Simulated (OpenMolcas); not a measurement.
# How methods differ on MoCl4O (SMILES O=[Mo](Cl)(Cl)(Cl)Cl)

MoCl4O has 6 atoms, charge 0, and is taken as a singlet. SMILES: `O=[Mo](Cl)(Cl)(Cl)Cl`. The shape is that of a PBE0-D4/def2-TZVP optimisation.

Quantity: the HOMO–LUMO gap, in eV. The values are calculated.

```csv
level,kind,program,value (eV),CPU time
HF/def2-SVP (core potential),Hartree–Fock,OpenMolcas,10.01,43 s
SVWN5/def2-SVP (core potential),LDA,OpenMolcas,2.33,82 s
PBE/def2-SVP (core potential),GGA,OpenMolcas,2.32,97 s
revPBE/def2-SVP (core potential),GGA,OpenMolcas,2.33,99 s
TPSS/def2-SVP (core potential),meta-GGA,OpenMolcas,2.41,2.1 min
r2SCAN/def2-SVP (core potential),meta-GGA,OpenMolcas,2.53,1.7 min
M06-2X/def2-SVP (core potential),hybrid meta-GGA,OpenMolcas,6.01,89 s
B2PLYP/def2-SVP (core potential),double hybrid,OpenMolcas,6.16,64 s
```

The values span 2.32 to 10.01 eV. Orbital gaps aren't excitation energies, and those of double hybrids come from the SCF part alone; they tend to grow with the share of exact exchange. CPU times are rough (shared hosts, several kinds of processor and program).

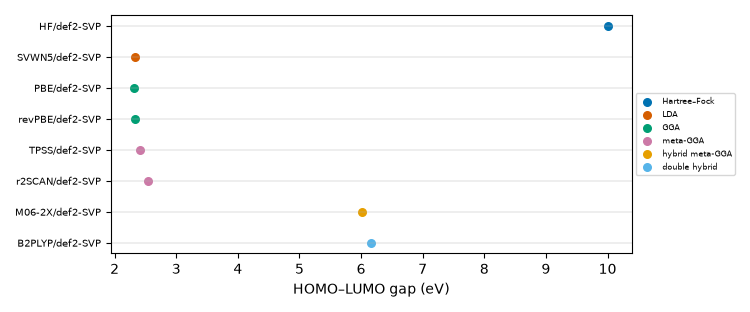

The values of the table, level by level.
